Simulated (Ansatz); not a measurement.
# InH3+ (doublet): trial inputs and their diagnosis at a displaced geometry (v2)

3 inputs are run for InH3+ (doublet) as typed; the log has to tell whether the result can be used and what must change.

Method: the settings change from run to run; program: Ansatz 0.2.0, Gaussian basis.

24 further runs of the same task are left out: 8 for a known fault of the program, 1 for a mislabelled method, 4 that didn't finish, 11 set aside as unsound or not needed.

### 1 What is computed

The geometry is a PBE0/def2-TZVP stationary point (not a proven minimum) with its atoms shifted at random (size 0.100 Å). No spin-orbit coupling is included. Elements past krypton take def2 core potentials.

4 atoms, charge 1, spin multiplicity 2.

Atoms are counted from 1 here; the program's logs count them from 0.

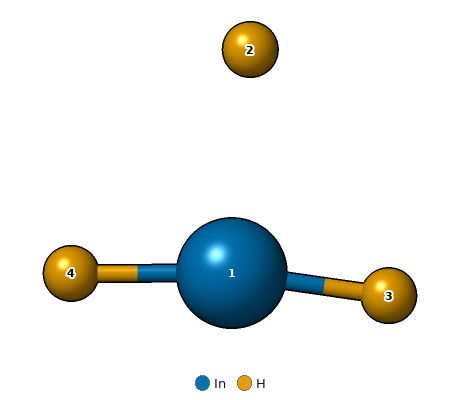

The structure; indium blue, hydrogen amber; atoms are numbered from 1 in the order of the file.

Coordinates:

```xyz
4
charge 1, multiplicity 2
In    0.0022   -0.0180    0.0002
H    -0.1627    2.3422   -0.0572
H    -0.0860   -0.1675   -1.6601
H    -0.0029   -0.1268    1.6900
```

### 2 Input 1

File in.yaml:

```yaml
crystal:
  periodic: [false, false, false]
  atoms:
    - {symbol: In, position_ang: [0.002209, -0.017977, 0.000240]}
    - {symbol: H, position_ang: [-0.162665, 2.342235, -0.057155]}
    - {symbol: H, position_ang: [-0.086045, -0.167527, -1.660129]}
    - {symbol: H, position_ang: [-0.002936, -0.126843, 1.689989]}
basis:
  gaussian: {orbitals: def2-SVP}
total_charge: 1
magnetization: {spin_polarized: false, initial_magnetization: 2}
correlation: {method: fic_mrcisd_q, electrons: outside_noble_gas, active_space: {window: {electrons: 3, orbitals: 6}}}
```

Command:

```console
ansatz run in.yaml --threads 1 --pin off --events-out ev --progress --plain --max-ram 2393MiB
```

The log of the run:

```text
Error: a molecule whose nuclei and cores have a total charge of 24 cannot have a net charge of 1 together with 2 unpaired electrons
```

Wall time 0.03 s (1 thread of Arm Neoverse V2, shared host).

Diagnosis: The run was refused. The number of unpaired electrons doesn't fit the electron count. Fix: make charge and initial_magnetization agree.

### 3 Input 2

File in.yaml:

```yaml
crystal:
  periodic: [false, false, false]
  atoms:
    - {symbol: In, position_ang: [-0.162665, 2.642235, -0.007155]}
    - {symbol: H, position_ang: [-0.162665, 2.342235, -0.057155]}
    - {symbol: H, position_ang: [-0.086045, -0.167527, -1.660129]}
    - {symbol: H, position_ang: [-0.002936, -0.126843, 1.689989]}
basis:
  gaussian: {orbitals: def2-SVP}
total_charge: 1
magnetization: {spin_polarized: false, initial_magnetization: 1}
correlation: {method: mp2, electrons: valence}
output: {forces: true}
```

Same command.

The log of the run, shortened:

```text
Functional definition: HF
  name "HF"
  cite "Fock, Z. Phys. 61, 126 (1930) doi:10.1007/BF01340294"
  parent pbe
[...]
493 factors; integrals over basis functions are off by at most 2.3e-4 eV
[...]
mean field -4747.46912462 eV, -174.4662723797 hartree, gradient 1.9e-6 eV, S^2 0.750000; 4 other end points of the search recorded, 0 dependent functions left out
[...]
unrestricted determinant -4750.02170491 eV, -174.5600779752 hartree, S^2 1.7112
4 core orbitals not correlated: weight in the atoms' cores, before any rotation towards them, 0.974 or more for the frozen orbitals, at most 0.030 for the correlated occupied ones
reference -4747.46912462 eV, -174.4662723797 hartree; 8, 7 occupied and 29, 30 virtual orbitals, 493 factors
second order -2.87612023 eV of doubles, -0.00160256 eV of singles
[...]
Total energy: -4750.34684741 eV, -174.5720267417 hartree
Atom 0 at    -0.162665     2.642235    -0.007155 Å, force    -0.014683  2998.968119   500.334395 eV/Å
Atom 1 at    -0.162665     2.342235    -0.057155 Å, force     0.047727 -2999.974429  -501.014793 eV/Å
Atom 2 at    -0.086045    -0.167527    -1.660129 Å, force    -0.033799     0.988803     0.648731 eV/Å
Atom 3 at    -0.002936    -0.126843     1.689989 Å, force     0.000755     0.017508     0.031667 eV/Å
Dipole moment:     0.002821     0.037625    -0.058885 e Å
```

It took 0.9 s on 1 thread of Arm Neoverse V2, shared host.

**Diagnosis.** The run converged, which proves nothing about the input. One atom lies on top of another. The shortest distance is 0.30 Å, against 1.67 Å in the geometry of step 1. Its energy belongs to another geometry. Cure: restore its position.

### 4 Input 3

File in.yaml:

```yaml
crystal:
  periodic: [false, false, false]
  atoms:
    - {symbol: In, position_ang: [0.002209, -0.017977, 0.000240]}
    - {symbol: H, position_ang: [-0.162665, 2.342235, -0.057155]}
    - {symbol: H, position_ang: [-0.086045, -0.167527, -1.660129]}
    - {symbol: H, position_ang: [-0.002936, -0.126843, 1.689989]}
basis:
  gaussian: {orbitals: def2-SVP}
total_charge: 1
magnetization: {spin_polarized: false, initial_magnetization: 1}
correlation: {active_space: {ras: {orbitals: [7, 1, 29], electrons: 35, max_holes: 2, max_particles: 2}, fixed_orbitals: true}}
accuracy: high
```

The command is unchanged.

The log of the run:

```text
Functional definition: HF
  name "HF"
  cite "Fock, Z. Phys. 61, 126 (1930) doi:10.1007/BF01340294"
  parent pbe
  exchange = exact_x
  correlation = 0
961 factors; integrals over basis functions are off by at most 2.9e-9 eV
mean field evaluation 1: about -5185.2464 eV, gradient 8.2e0 eV
mean field evaluation 2: about -5185.2526 eV, gradient 8.2e0 eV
mean field evaluation 4: about -5186.1688 eV, gradient 4.4e-1 eV
mean field evaluation 8: about -5186.1696 eV, gradient 2.5e-4 eV
mean field -5186.16955348 eV, -190.5882157783 hartree, gradient 2.4e-8 eV, S^2 0.750000; 0 other end points of the search recorded, 0 dependent functions left out
reference -5186.16955348 eV, -190.5882157783 hartree; 12, 11 occupied and 29, 30 virtual orbitals, 961 factors
Error: 35 electrons in 37 orbitals form no window around the highest filled level of the reference
```

It took 0.57 s on 1 thread of Arm Neoverse V2, shared host.

**Diagnosis.** The run stopped with an error. The electron count of the restricted space is wrong. Cure: count the correlated electrons again.

### 5 How the runs ended

| input | level | ended | cause | time |
| --- | --- | --- | --- | --- |
| 1 | MRCISD+Q(3,6)/def2-SVP | refused | the number of unpaired electrons doesn't fit the electron count | 0.03 s |
| 2 | MP2 on ROHF/def2-SVP | converged | one atom lies on top of another | 0.9 s |
| 3 | CISD/def2-SVP | stopped by an error | the electron count of the restricted space is wrong | 0.57 s |

1 refused, 1 converged, 1 stopped by an error. The input that converges on a wrong geometry or spin is the dangerous one: no error points at it, so geometry and ⟨S²⟩ have to be checked.
